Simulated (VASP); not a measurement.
Shape and ions are relaxed at each volume.

Energy against volume of MnO$_{2}$ (rutile). Calculation: revPBE GGA, VASP's PBE PAW potentials (set 64) (plane waves; VASP).

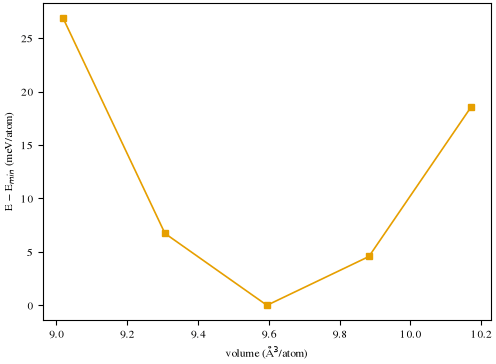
*Energy against volume*

**Question.** Estimate the equilibrium volume and the bulk modulus.

**Answer.** The minimum lies near 9.6 Å³/atom, and the curvature gives B0 of about 210 GPa.

The compound is MnO2 in the rutile structure. It was relaxed first.
